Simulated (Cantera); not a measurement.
Feed: 1 mol Si3N4, 0.93 mol NF3, a varied amount of H2, at 702 °C and 0.000250 bar.

Cantera equilibrium calculation (NASA polynomials, part measured and part estimated; ideal gas, pure solids and liquids). Candidate condensed phases: Si, Si3N4; 37 gas species. The tables' values for SiF3 are old estimates; treat these amounts as uncertain. Equilibrium is a limit: real reactors are often held back by kinetics, nucleation or transport.

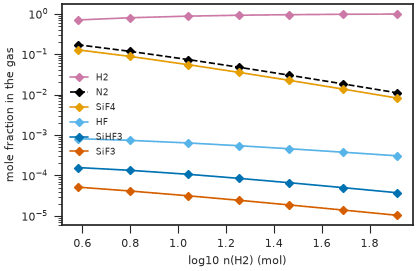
Fig. 1. Equilibrium gas composition (values under 1e-9 drawn at 1e-9)

From 3.8 mol H2 to 82 mol H2 the condensed part is Si3N4(s). The main Si-bearing gas is SiF4 throughout.
